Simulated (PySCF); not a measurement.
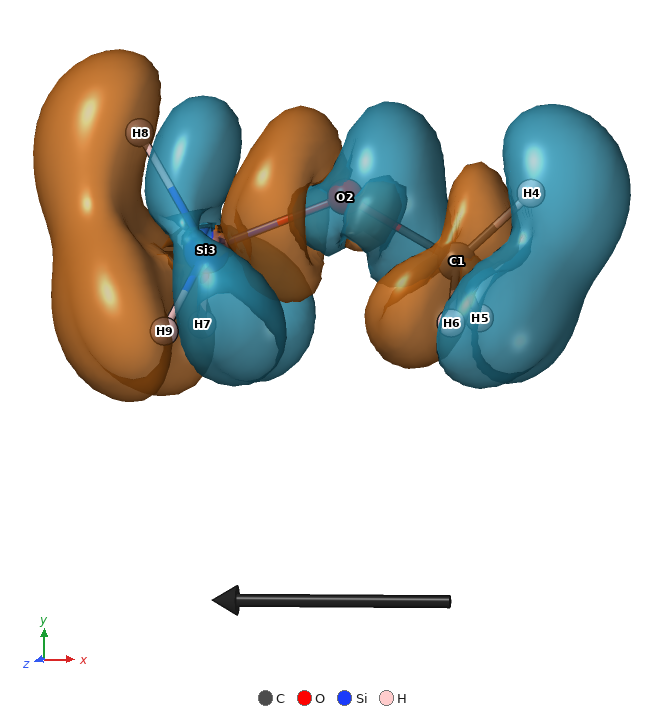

CH$_{6}$OSi, SMILES `CO[SiH3]`. Change of the electron density in a uniform field of 0.21 V/Å along −x (arrow), surfaces at ±0.001 e/Å³ (light blue: gain, orange: loss).

Computed with PySCF, PBE/def2-TZVP, geometry: GFN2-xTB. No frequency check shows the geometry to be a minimum. A basis without diffuse functions makes polarisabilities too small.

Cartesian coordinates (Å):

```
C1       1.6538   -0.1846    0.0009
O2       0.4419    0.5015   -0.0007
Si3     -1.0694   -0.0835   -0.0007
H4       2.4597    0.5509   -0.0054
H5       1.7441   -0.8218   -0.8868
H6       1.7482   -0.8108    0.8884
H7      -1.3235   -0.9207   -1.1747
H8      -1.7967    1.1732   -0.0034
H9      -1.3179   -0.9061    1.1919
```

The field was applied in both directions; the picture shows the one opposite to the script's first.

How large is the response?

Answer. The induced dipole is 0.49 D (along the field); α along this axis, from the fields in both directions, is 48 bohr³ (7.1 Å³).

Run time: 36 s on 1 thread of Intel(R) Xeon(R) Platinum 8259CL CPU @ 2.50GHz (Skylake/Cascade Lake) (shared host), peak memory 0.49 GiB.
